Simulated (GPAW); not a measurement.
## CsGeBr3 (R3m): G0W0 on several meshes in GPAW

Wanted: mesh dependence and cost of G0W0 for CsGeBr3 (R3m).

Calculated with GPAW 26.7.0; LDA and many-body steps on it, plane waves.

## 1. Set-up

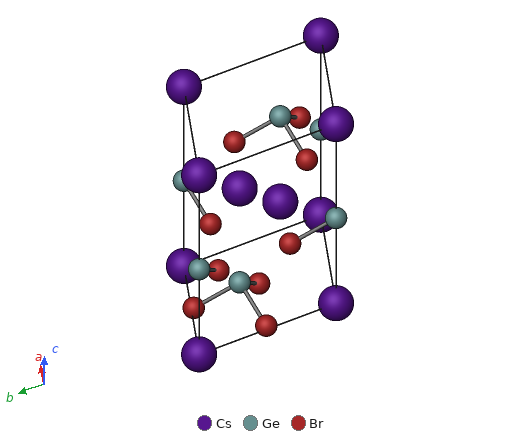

The starting structure, seen from a free direction (caesium purple, germanium teal, bromine red). This picture shows the conventional cell, with its axes. Bonds to atoms that aren't drawn are left out. Some periodic images of atoms are drawn too.

Structure file:

```cif
data_structure
_symmetry_space_group_name_H-M 'R3m:H'
_symmetry_Int_Tables_number 160
_cell_length_a 7.9386
_cell_length_b 7.9386
_cell_length_c 10.0049
_cell_angle_alpha 90.000
_cell_angle_beta 90.000
_cell_angle_gamma 120.000
_cell_volume 546.04
loop_
_atom_site_label
_atom_site_type_symbol
_atom_site_symmetry_multiplicity
_atom_site_Wyckoff_symbol
_atom_site_fract_x
_atom_site_fract_y
_atom_site_fract_z
_atom_site_occupancy
Cs1 Cs 3 a 0.33333 0.66667 0.66797 1
Ge1 Ge 3 a 0.33333 0.66667 0.14375 1
Br1 Br 9 b 0.01546 0.50773 0.01320 1
```

The cell and positions are those that the Materials Project relaxed with its own functionals (PBE, PBE+U or r2SCAN), kept fixed. Spin-orbit coupling is left out unless a step names it.

## 2. Empty states on the mesh, 2×2×2 mesh, 622 bands

This step: GPAW 26.7.0; DFT, LDA, plane waves, PAW.

The sums over transitions need many empty states on a uniform mesh; this step solves for them.

run.py reads:

```python
import json
import numpy as np
from gpaw.mpi import world
from gpaw import GPAW

calc = GPAW('gs.gpw').fixed_density(kpts={'size': (2, 2, 2), 'gamma': True},
    parallel={'domain': 1, 'band': 1},
    txt='nscf.txt')
calc.diagonalize_full_hamiltonian(nbands=622)
calc.write('full.gpw', mode='all')
res = {}
kpts = calc.get_ibz_k_points()
res['kpts'] = kpts
res['eigenvalues'] = [calc.get_eigenvalues(kpt=k) for k in range(len(kpts))]
res['n_electrons'] = calc.get_number_of_electrons()

if world.rank == 0:
    with open('result.json', 'w') as f:
        json.dump(res, f, default=lambda x: x.tolist())
```

Run with:

```
> mpirun -n 4 gpaw python run.py
```

Numbers of over 12 decimals in the logs are rounded to 6 here.

The log of the run:

```text
Diagonalizing LCAO Hamiltonian
Converting LCAO to pw mode
convergence criteria:
- Maximum integral of absolute [eigenst]ate change: 4e-08 eV^2 / valence electron
maximum number of iterations: 100

SCF iterations
|iter     |     time |      energy | eigst |  dens |
|iter:   1|  |             | +0.63 |       |
|iter:   2|  |             | -0.57 |       |
|iter:   3|  |             | -1.56 |       |
[...]
|iter:  22|  |             | -6.87 |       |
|iter:  23|  |             | -7.31 |       |
|iter:  24|  |             | -7.58c|       |
SCF steps: 24
  __  _  _
 | _ |_)|_||  |
 |__||  | ||/\| - 26.7.0

Input parameters:
  mode=PW(ecut=450.000000),
  convergence={'density': 1e-06, 'bands': -3},
  gpts=array([28, 28, 28]),
  kpts=MonkhorstPack(size=(2, 2, 2), gamma=True),
  maxiter=100,
  nbands=25,
  occupations=Occupations(name='fermi-dirac', width=0.001, fixmagmom=False),
  parallel={'domain': 1, 'band': 1},
  xc=XC(name='LDA')
Matrix size: 3929x3929
# Writing to full.gpw (mode='all')
  [... matrices ...]

timing:  # [seconds]
  Total: 52.439  # ━━━━━━━━━━━━━━━━━━━━━━━━━━━━━━━━━━━━━━━━━━━━━━━━━━━━━━━━━━
```

The job ended after 57 s (4 MPI ranks of Arm Neoverse V2, shared host; peak memory 4.6 GiB).

Numbers from this step:

```yaml
gap: 1.102 eV
k_of_the_valence_top: 0.5, 0.5, 0.5
k_of_the_conduction_bottom: 0.5, 0.5, 0.5
least_direct_gap: 1.102 eV
k_points_computed: 4
lowest_point_of_the_top_converged_band_above_the_valence_top: 122.3787 eV
```

On this mesh the gap is 1.102 eV.

## 3. 2×2×2

G0W0 replaces the xc potential by the self-energy, built once from these orbitals. Only a window of levels is corrected, while the sums run over the empty bands that the input names.

This step: G0W0 on LDA, plane waves, PAW.

run.py reads:

```python
import json
import numpy as np
from gpaw.mpi import world
from gpaw.response.g0w0 import G0W0

gw = G0W0('full.gpw',
    filename='gw',
    kpts=[0, 3],
    bands=(15, 19),
    ecut=39,
    nbands=100,
    integrate_gamma='WS',
    ppa=True)
gw.calculate()
res = {mode: {k: v for k, v in r.items() if k != 'sigma_eskwn'}
       for mode, r in gw.all_results.items()}

if world.rank == 0:
    with open('result.json', 'w') as f:
        json.dump(res, f, default=lambda x: x.tolist())
```

Run with:

```
> mpirun -n 4 gpaw python run.py
```

The log of the run:

```text
Using integrator: PointIntegrator
FrequencyGridDescriptor(from 0.000+0.000j to 0.000+27.211j eV, 2 points)
Nonperiodic BCs:  [False False False]
Using integrator: PointIntegrator
FrequencyGridDescriptor(from 0.000+0.000j to 0.000+27.211j eV, 2 points)
Nonperiodic BCs:  [False False False]
  ___  _ _ _
 |   || | | |
 | | || | | |
 |__ ||_____|
 |___|

BZ k-points: Symmetries present (total): 6

  [... matrices ...]
8 k-points: 2 x 2 x 2 Monkhorst-Pack grid + [1/4,1/4,1/4]
4 k-points in the irreducible part of the Brillouin zone
       k-points in crystal coordinates                weights
   0:     0.00000000    0.00000000    0.00000000          1/8
   1:     0.50000000    0.00000000    0.00000000          3/8
   2:     0.50000000    0.50000000    0.00000000          3/8
   3:     0.50000000    0.50000000    0.50000000          1/8

Distributing spins, k-points and bands (1 x 2 x 4) over 4 processes
Number of blocks: 1

Quasi particle states:
k-points (IBZ indices): [0, 3]
Band range: (15, 19)
  [... matrices ...]
Computational parameters:
Plane wave cut-off: 39 eV
Number of bands: 100
Coulomb cutoff: None
Broadening: 0.1 eV

fxc modes: GW
Kernel: RPA
Using Godby-Needs plasmon-pole approximation:
  Fitting energy: i*E0, E0 = 1.000 Hartree
Summing all q:

Calculating screened Coulomb potential
No Coulomb truncation
FrequencyGridDescriptor(from 0.000+0.000j to 0.000+27.211j eV, 2 points)
Removing empty qpoint cache files...

Calculating chi0 body with:
    Ground state adapter containing:
    Number of spins: 1
    Number of kpoints: 8
    Number of irreducible kpoints: 4
    Number of completely occupied states: 17
    Number of partially occupied states: 17
    Occupied states memory: 5.6943359375 M / cpu

    Linear response parametrization:
    q_c: [0.0, 0.0, 0.0]
    Number of frequency points: 2
    Planewave cutoff: 39.0
    Number of bands: 100
    Number of planewaves: 93
    Broadening (eta): 1e-06
    comm.size: 4
    kncomm.size: 4
    blockcomm.size: 1

    Memory estimate of potentially large arrays:
        chi0_wGG: 0.263947 M / cpu
Integrating chi0 body.

Symmetries of q_c:
    Direct symmetries (Uq -> q): 6
    Indirect symmetries (TUq -> q): 6
In total 12 allowed symmetries.

  [... matrices ...]
4 groups of equivalent kpoints. 50.0% reduction.

Integral kind: response function
Integrating chi0 head and wings.

Symmetries of q_c:
    Direct symmetries (Uq -> q): 6
    Indirect symmetries (TUq -> q): 6
In total 12 allowed symmetries.

  [... matrices ...]
4 groups of equivalent kpoints. 50.0% reduction.

Integral kind: response function wings

Calculating chi0 body with:
    Ground state adapter containing:
    Number of spins: 1
    Number of kpoints: 8
    Number of irreducible kpoints: 4
    Number of completely occupied states: 17
    Number of partially occupied states: 17
    Occupied states memory: 5.6943359375 M / cpu

    Linear response parametrization:
[... the further q-points ...]

Results:
f:      Occupation numbers
eps:     KS-eigenvalues [eV]
vxc:     KS vxc [eV]
exx:     Exact exchange [eV]
sigma:   Self-energies [eV]
dsigma:  Self-energy derivatives
Z:       Renormalization factors
qp:      QP-energies [eV]

k-point 0 (0): (0.000, 0.000, 0.000)                GW
band       f     eps     vxc     exx   sigma  dsigma       Z      qp
                                                                   GW
  15   1.000   0.427 -16.009 -19.467   3.038  -0.269   0.788   0.096
  16   1.000   0.479 -15.890 -19.263   2.972  -0.270   0.787   0.164
  17   0.000   5.326  -8.458  -4.186  -3.360  -0.197   0.836   6.089
  18   0.000   6.299  -7.760  -3.550  -3.259  -0.194   0.837   7.095

k-point 1 (3): (0.500, 0.500, 0.500)                GW
band       f     eps     vxc     exx   sigma  dsigma       Z      qp
                                                                   GW
  15   1.000   0.813 -16.261 -19.779   3.090  -0.268   0.789   0.476
  16   1.000   2.576 -17.043 -18.722   2.025  -0.254   0.797   2.852
  17   0.000   3.679 -12.640  -8.138  -2.995  -0.240   0.807   4.894
  18   0.000   3.899 -12.378  -7.886  -3.031  -0.242   0.805   5.076
```

Run time: 8 s. Hardware: 4 MPI ranks; peak memory 1.2 GiB; 32 s of CPU time.

This step gave:

| Quantity | Value |
| --- | --- |
| G0W0 gap on the points computed | 2.042 eV |
| least direct G0W0 gap on the computed points | 2.042 eV |
| Z at the valence top | 0.7973 |
| Z at the conduction bottom | 0.8065 |
| starting gap on the mesh | 1.102 eV |
| k of the valence top | 0.5, 0.5, 0.5 |
| k of the conduction bottom | 0.5, 0.5, 0.5 |

The gap on the mesh goes from 1.10 eV to 2.04 eV, a correction of +0.94 eV.

## 4. Empty states on the mesh, 4×4×4 mesh, 110 bands

This step: DFT, LDA, plane waves, PAW.

run.py reads:

```python
import json
import numpy as np
from gpaw.mpi import world
from gpaw import GPAW

calc = GPAW('gs.gpw').fixed_density(kpts={'size': (4, 4, 4), 'gamma': True},
    nbands=128,
    convergence={'bands': 110},
    txt='nscf.txt')
calc.write('full.gpw', mode='all')
res = {}
kpts = calc.get_ibz_k_points()
res['kpts'] = kpts
res['eigenvalues'] = [calc.get_eigenvalues(kpt=k) for k in range(len(kpts))]
res['n_electrons'] = calc.get_number_of_electrons()

if world.rank == 0:
    with open('result.json', 'w') as f:
        json.dump(res, f, default=lambda x: x.tolist())
```

Run with:

```
> mpirun -n 4 gpaw python run.py
```

The log of the run:

```text
Diagonalizing LCAO Hamiltonian
Converting LCAO to pw mode
convergence criteria:
- Maximum integral of absolute [eigenst]ate change: 4e-08 eV^2 / valence electron
maximum number of iterations: 100

SCF iterations
|iter     |     time |      energy | eigst |  dens |
|iter:   1|  |             | +3.85 |       |
|iter:   2|  |             | +2.63 |       |
|iter:   3|  |             | +1.52 |       |
[...]
|iter:  11|  |             | -6.54 |       |
|iter:  12|  |             | -7.01 |       |
|iter:  13|  |             | -7.57c|       |
SCF steps: 13
  __  _  _
 | _ |_)|_||  |
 |__||  | ||/\| - 26.7.0

Input parameters:
  mode=PW(ecut=450.000000),
  convergence={'bands': 110},
  gpts=array([28, 28, 28]),
  kpts=MonkhorstPack(size=(4, 4, 4), gamma=True),
  maxiter=100,
  nbands=128,
  occupations=Occupations(name='fermi-dirac', width=0.001, fixmagmom=False),
  parallel={},
  xc=XC(name='LDA')
# Writing to full.gpw (mode='all')
  [... matrices ...]

timing:  # [seconds]
  Total: 0.056  # ━━━━━━━━━━━━━━━━━━━━━━━━━━━━━━━━━━━━━━━━━━━━━━━━━━━━━━━━━━━
```

The job ended after 44 s (4 MPI ranks; peak memory 0.95 GiB).

Numbers from this step:

```yaml
gap: 1.102 eV
k_of_the_valence_top: 0.5, 0.5, 0.5
k_of_the_conduction_bottom: 0.5, 0.5, 0.5
least_direct_gap: 1.102 eV
k_points_computed: 13
lowest_point_of_the_top_converged_band_above_the_valence_top: 31.68 eV
```

On this mesh the gap is 1.102 eV.

## 5. 4×4×4

This step: G0W0 on LDA, plane waves, PAW.

run.py reads:

```python
import json
import numpy as np
from gpaw.mpi import world
from gpaw.response.g0w0 import G0W0

gw = G0W0('full.gpw',
    filename='gw',
    kpts=[0, 12],
    bands=(15, 19),
    ecut=39,
    nbands=100,
    integrate_gamma='WS',
    ppa=True)
gw.calculate()
res = {mode: {k: v for k, v in r.items() if k != 'sigma_eskwn'}
       for mode, r in gw.all_results.items()}

if world.rank == 0:
    with open('result.json', 'w') as f:
        json.dump(res, f, default=lambda x: x.tolist())
```

Run with:

```
> mpirun -n 4 gpaw python run.py
```

The log of the run:

```text
Using integrator: PointIntegrator
FrequencyGridDescriptor(from 0.000+0.000j to 0.000+27.211j eV, 2 points)
Nonperiodic BCs:  [False False False]
Using integrator: PointIntegrator
FrequencyGridDescriptor(from 0.000+0.000j to 0.000+27.211j eV, 2 points)
Nonperiodic BCs:  [False False False]
  ___  _ _ _
 |   || | | |
 | | || | | |
 |__ ||_____|
 |___|

BZ k-points: Symmetries present (total): 6

  [... matrices ...]
64 k-points: 4 x 4 x 4 Monkhorst-Pack grid + [1/8,1/8,1/8]
13 k-points in the irreducible part of the Brillouin zone
       k-points in crystal coordinates                weights
   0:     0.00000000    0.00000000    0.00000000          1/64
   1:     0.25000000    0.00000000   -0.25000000          6/64
   2:     0.25000000    0.00000000    0.00000000          6/64
[...]
9:     0.50000000    0.25000000    0.25000000          6/64
          ...
  12:     0.50000000    0.50000000    0.50000000          1/64

Distributing spins, k-points and bands (1 x 2 x 4) over 4 processes
Number of blocks: 1

Quasi particle states:
k-points (IBZ indices): [0, 12]
Band range: (15, 19)
  [... matrices ...]
Computational parameters:
Plane wave cut-off: 39 eV
Number of bands: 100
Coulomb cutoff: None
Broadening: 0.1 eV

fxc modes: GW
Kernel: RPA
Using Godby-Needs plasmon-pole approximation:
  Fitting energy: i*E0, E0 = 1.000 Hartree
Summing all q:

Calculating screened Coulomb potential
No Coulomb truncation
FrequencyGridDescriptor(from 0.000+0.000j to 0.000+27.211j eV, 2 points)
Removing empty qpoint cache files...

Calculating chi0 body with:
    Ground state adapter containing:
    Number of spins: 1
    Number of kpoints: 64
    Number of irreducible kpoints: 13
    Number of completely occupied states: 17
    Number of partially occupied states: 17
[...]
Number of frequency points: 2
    Planewave cutoff: 39.0
    Number of bands: 100
    Number of planewaves: 93
    Broadening (eta): 1e-06
    comm.size: 4
    kncomm.size: 4
    blockcomm.size: 1

    Memory estimate of potentially large arrays:
        chi0_wGG: 0.263947 M / cpu
Integrating chi0 body.

Symmetries of q_c:
    Direct symmetries (Uq -> q): 6
    Indirect symmetries (TUq -> q): 6
In total 12 allowed symmetries.

  [... matrices ...]
13 groups of equivalent kpoints. 79.6875% reduction.

Integral kind: response function
Integrating chi0 head and wings.

Symmetries of q_c:
    Direct symmetries (Uq -> q): 6
    Indirect symmetries (TUq -> q): 6
In total 12 allowed symmetries.

  [... matrices ...]
13 groups of equivalent kpoints. 79.6875% reduction.

Integral kind: response function wings

Calculating chi0 body with:
    Ground state adapter containing:
    Number of spins: 1
    Number of kpoints: 64
    Number of irreducible kpoints: 13
    Number of completely occupied states: 17
    Number of partially occupied states: 17
    Occupied states memory: 5.6943359375 M / cpu

    Linear response parametrization:
[... the further q-points ...]

Results:
f:      Occupation numbers
eps:     KS-eigenvalues [eV]
vxc:     KS vxc [eV]
exx:     Exact exchange [eV]
sigma:   Self-energies [eV]
dsigma:  Self-energy derivatives
Z:       Renormalization factors
qp:      QP-energies [eV]

k-point 0 (0): (0.000, 0.000, 0.000)                GW
band       f     eps     vxc     exx   sigma  dsigma       Z      qp
                                                                   GW
  15   1.000   0.427 -16.009 -19.456   2.934  -0.264   0.791   0.021
  16   1.000   0.479 -15.890 -19.265   2.897  -0.266   0.790   0.102
  17   0.000   5.326  -8.458  -4.227  -3.145  -0.183   0.845   6.244
[...]
k-point 1 (12): (0.500, 0.500, 0.500)                GW
band       f     eps     vxc     exx   sigma  dsigma       Z      qp
                                                                   GW
[...]
17   0.000   3.679 -12.640  -8.548  -2.649  -0.232   0.812   4.850
  18   0.000   3.899 -12.378  -8.260  -2.712  -0.234   0.811   5.039
```

Wall time 69 s (4 MPI ranks); peak memory 1.7 GiB.

This step gave:

```
G0W0 gap on the points computed              : 1.877 eV
least direct G0W0 gap on the computed points : 1.877 eV
Z at the valence top                         : 0.8032
Z at the conduction bottom                   : 0.8120
starting gap on the mesh                     : 1.102 eV
k of the valence top                         : 0.5, 0.5, 0.5
k of the conduction bottom                   : 0.5, 0.5, 0.5
```

Against G0W0 in GPAW (2×2×2 mesh, 100 bands, screening to 39 eV, Godby-Needs plasmon pole), the gap moves by −0.165 eV.

## 6. The runs together

Times are wall times on 4 MPI ranks of Arm Neoverse V2, shared host, good to a factor of about two.

| run | mesh | bands | screening cutoff (eV) | DFT gap (eV) | gap on the mesh (eV) | direct (eV) | time |
| --- | --- | --- | --- | --- | --- | --- | --- |
| 2×2×2 | 2×2×2 | 100 | 39 | 1.102 | 2.042 | 2.042 | 8 s |
| 4×4×4 | 4×4×4 | 100 | 39 | 1.102 | 1.877 | 1.877 | 69 s |

## 7. Summary of results

```yaml
2x2x2: 2.042 eV
4x4x4: 1.877 eV
known_limits: not at the basis limit; no spin-orbit coupling; coarse k mesh
```

4×4×4: −0.165 eV against 2×2×2. Bands and cutoff are finite, so the gap is not at the basis limit. The miss can reach some tenths of an eV and take either sign; the mesh is an error of its own. These stock PAW sets were not made for GW; the filled d or f shell of Br and Ge lies in the frozen core, which bears on start and correction. In the G0W0 runs levels were corrected at 2 k points alone, so a gap called «on the mesh» is the least over those, and an edge elsewhere would be missed. The 2×2×2 mesh is coarse for this cell, which bears on the long-range parts of exchange and screening. Mesh or cutoff lie under what a gap needs, so these runs test behaviour and cost; their gaps are not to be quoted. The many-body steps are scalar-relativistic: spin-orbit coupling is not in them.

[Paths, hosts, dates, memory and timing lines, banners, echoed tables and standing remarks are left out of the program output.]

[Logs are printed without paths, hosts, clocks, repeated set-up lines and the standing remarks that a program may print on its own settings, such as how far it seeks lower states.]

[Runs of the session that timed out or met a known fault of the program may be left out.]

[Hosts, paths, dates, database ids (printed as entryN), source tags and the programs' standing remarks are cut or masked in the printed files.]
